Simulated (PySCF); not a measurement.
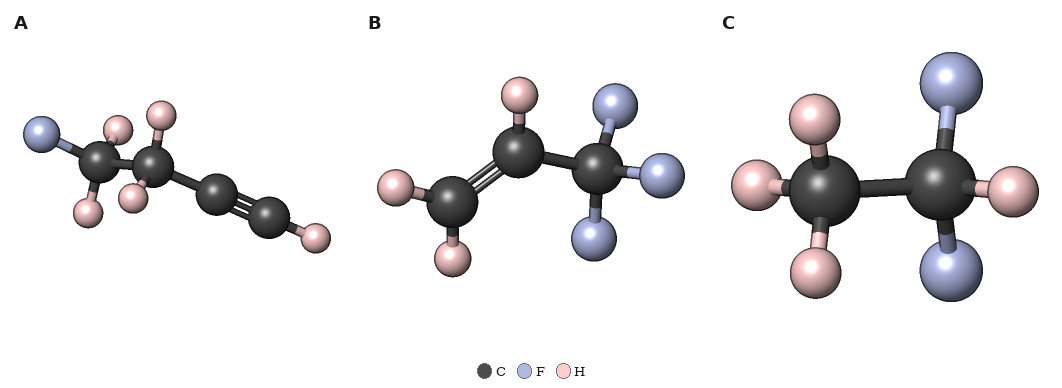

Simulated data, not a measurement (program: PySCF).

Match each picture to its SMILES.
(1) C=CC(F)(F)F
(2) CC(F)F
(3) C#CCCF

Answer. A is (3), B is (1), C is (2).
